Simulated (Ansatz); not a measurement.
## Ligand exchange: C2H6ClGa + C2H7NZn → C2H8GaN + C2H5ClZn

Species: C2H6ClGa `C[CH2][GaH][Cl]`, singlet; C2H7NZn `C[CH2][Zn][NH2]`, singlet; C2H8GaN `C[CH2][GaH][NH2]`, singlet; C2H5ClZn `C[CH2][Zn][Cl]`, singlet. The partners trade Cl for NH2: Ga–Cl and Zn–NH2 bonds give way to Ga–NH2 and Zn–Cl.

Shapes, held fixed at every level: PBE0-D4/def2-TZVP. Flexible molecules stand in one conformer, not always the lowest. Programs: Ansatz 0.2.0. The zero-point and thermal change to 298 K, harmonic and unscaled (PBE0-D4/def2-TZVP), is +2.0 kJ/mol.

| level | kind | ΔH(298 K) (kJ/mol) |
| --- | --- | --- |
| PBE-D4/def2-TZVPP | GGA | -39.2 |
| r2SCAN-D4/def2-TZVPP | meta-GGA | -43.1 |
| B3LYP-D4/def2-TZVPP | global hybrid | -43.7 |
| BHLYP-D4/def2-TZVPP | global hybrid | -48.5 |
| PBE0-D4/def2-TZVPP | global hybrid | -43.6 |
| r2SCAN0-D4/def2-TZVPP | global hybrid | -46.3 |
| wB97M-V/def2-TZVPP | range-separated hybrid | -44.1 |

wB97M-V/def2-TZVPP gives ΔH(298 K) = -44.1 kJ/mol; the levels span -48.5 to -39.2. The median of the levels is -43.7. No measured value is set beside it here. Relativity is left out for Ga, Zn.

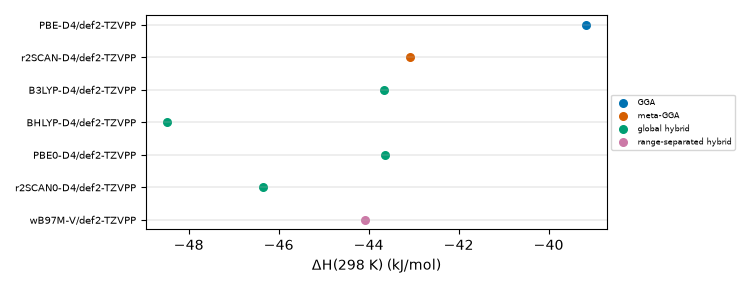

The values of the table, level by level.
